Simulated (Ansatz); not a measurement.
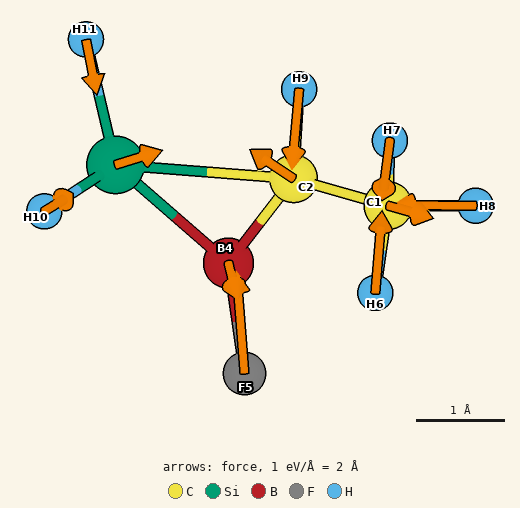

Starting geometry of C2H6BFSi with the computed forces as orange arrows. The picture is a ball-and-stick view, seen at a tilt.

The start comes from PBE-D4/def2-SVP.

Level of theory: RKS PBE0-D4/def2-TZVP (Ansatz). Settings: force threshold 0.005 eV/Å; at most 150 steps.

Q: What follows when this structure is relaxed?

A: It isn't relaxed: the largest force vector, on the F atom, is 0.61 eV/Å. The final displacements follow the starting forces only in part (cosine between the two patterns 0.46). Over 9 geometry steps the energy falls by 1.07 kcal/mol. The largest force component goes from 0.51 to 0.0022 eV/Å. The largest move after the best rigid fit is that of the F atom, 0.072 Å. By element the largest moves are F 0.072 Å, H 0.053 Å, Si 0.051 Å, C 0.031 Å, B 0.013 Å. Some distances before and after: C–Si 2.045 → 1.985 Å, H–Si 1.507 → 1.487 Å, C–H 1.109 → 1.093 Å, B–Si 1.953 → 1.937 Å. Among the angles between lasting bonds that change: Si–B–F 140.6° → 144.3°, C–Si–H 107.2° → 109.3°.
